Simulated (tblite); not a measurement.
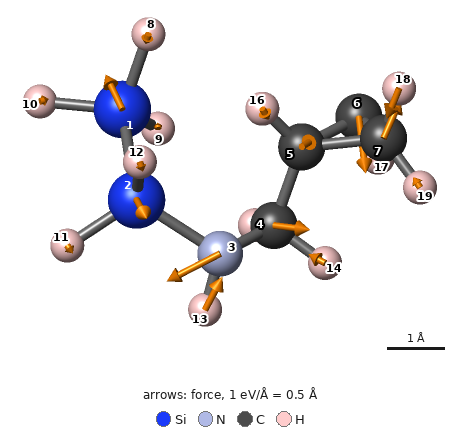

Starting geometry of C$_{4}$H$_{12}$NSi$_{2}$ (multiplicity 2) with the computed forces as orange arrows. Style: ball-and-stick. Shown at a tilt.

Level of theory: GFN2-xTB geometry optimisation, gas phase in tblite 0.8.0. 

What follows when this structure is relaxed?

It isn't relaxed: the largest force vector, on a C atom, is 2.31 eV/Å. The final displacements have little in common with the starting forces (cosine between the two patterns 0.13). The atom that moves furthest after the best rigid fit is an H atom (1.50 Å). Largest moves by element: H 1.50 Å, C 1.02 Å, Si 0.88 Å, N 0.62 Å. Near-neighbour distances that change, for instance: Si–Si 2.221 → 2.304 Å, C–H 1.116 → 1.069 Å, C–C 1.509 → 1.464 Å, H–N 1.052 → 1.010 Å. Bond angles that change, for instance: C–C–H 113.8° → 130.0°, C–C–H 116.1° → 130.6°, N–Si–H 113.8° → 101.5°. Groups turn about C–C by about 40°. Over 161 geometry steps the energy falls by 82.4 kJ/mol. Cost: 1.1 s on 1 thread of Arm Neoverse V2 (shared host).
